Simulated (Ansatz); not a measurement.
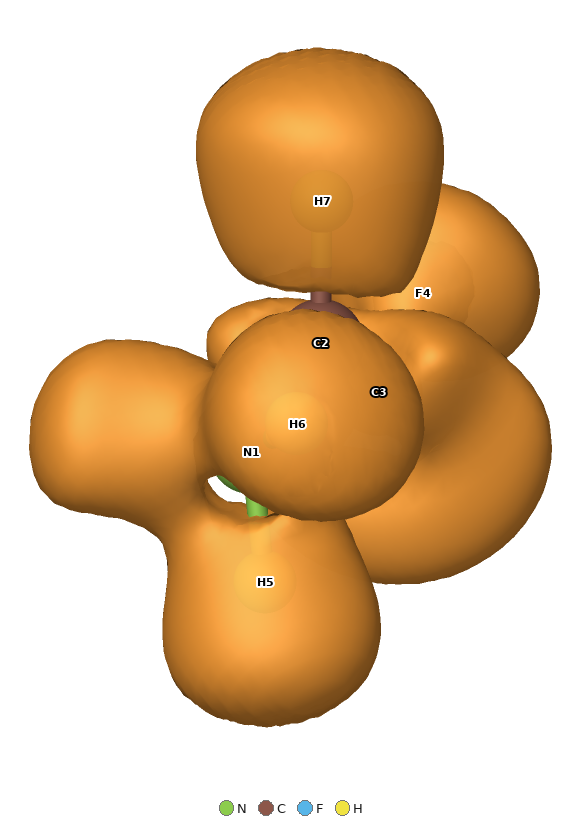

Figure. C2H3FN (doublet). Isosurface of the electron localisation function at 0.75 (orange), seen at an oblique angle. Core shells and regions of very low density are left out.

These are results of UKS B3LYP-D4/def2-SVP in Ansatz 0.2.0, not measurements.

```yaml
atoms:
  - { symbol: N, position_ang: [-0.4300, 0.8638, -0.2559] }
  - { symbol: C, position_ang: [0.4714, 0.0126, 0.3902] }
  - { symbol: C, position_ang: [0.6137, -1.2964, 0.1909] }
  - { symbol: F, position_ang: [1.5558, -2.0982, 0.6393] }
  - { symbol: H, position_ang: [-1.1172, 0.3759, -0.8245] }
  - { symbol: H, position_ang: [-0.8914, 1.5174, 0.3722] }
  - { symbol: H, position_ang: [1.1591, 0.4926, 1.1022] }
```

### Where are the electrons localised?

At this value the surface marks out one region around a hydrogen nucleus, one region on C in which the atom's valence shell and bonds are merged, one region on F in which the atom's valence shell and bonds are merged and one joined region spread over several atoms (H, N), in which their bonds and any lone pairs are merged. Profiles from the grid: C–F (1.32 Å): the ELF peaks at about 0.85 between the atoms: a polar covalent bond. C–C (1.33 Å): the ELF peaks at about 0.90 between the atoms; a short, multiple covalent bond.
